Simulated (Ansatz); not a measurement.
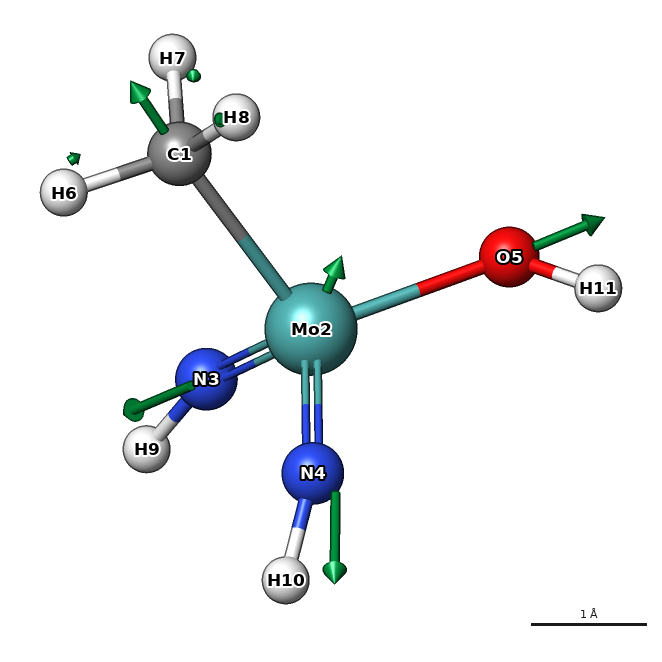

Arrows show the forces on the atoms, 2 Å of arrow for 1 eV/Å; forces under a tenth of the largest aren't drawn. Charge 0, singlet. Level of theory: B3LYP-D4/def2-TZVPP (Ansatz 0.2.0).

List the force components in the frame of the picture (x right, y up, z towards the viewer), in eV/Å.

| atom | Fx | Fy | Fz |
| --- | --- | --- | --- |
| C1 | −0.15 | 0.23 | 0.12 |
| Mo2 | 0.07 | 0.16 | 0.04 |
| N3 | −0.30 | −0.13 | −0.46 |
| N4 | 0.00 | −0.40 | 0.38 |
| O5 | 0.31 | 0.13 | −0.08 |
| H6 | 0.05 | 0.03 | −0.01 |
| H7 | 0.00 | −0.04 | 0.05 |
| H8 | −0.04 | −0.01 | −0.05 |
| H9 | 0.01 | 0.00 | 0.00 |
| H10 | 0.01 | 0.00 | 0.00 |
| H11 | 0.05 | 0.01 | 0.00 |
